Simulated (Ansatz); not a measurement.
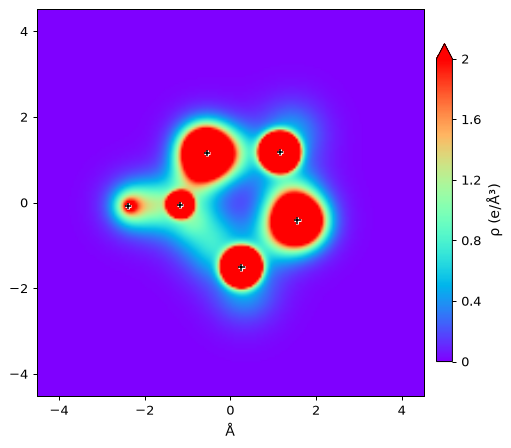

The total electron density on a plane through atoms (crosses mark nuclei in the plane).

Method: isolated molecule in a Gaussian basis; Kohn-Sham density functional theory, functional PBE0 in Ansatz 0.2.0.

Candidates:
A. FGaH5N3 (SMILES N[NH][Ga]([NH2])[F])
B. H5InSi2 (SMILES [SiH2-][In+][SiH3])
C. BH5O2Si2 (SMILES B1O[SiH2]O[SiH2]1)

Which system is this?

Answer. Candidate C: BH5O2Si2 on the plane of atoms Si4, O3 and Si5, which holds B, O, Si and H. B–O (1.36 Å): the density is about 2.1 e/Å³ at the midpoint. Si–O (1.65 Å): the density is about 1.2 e/Å³ at the midpoint.
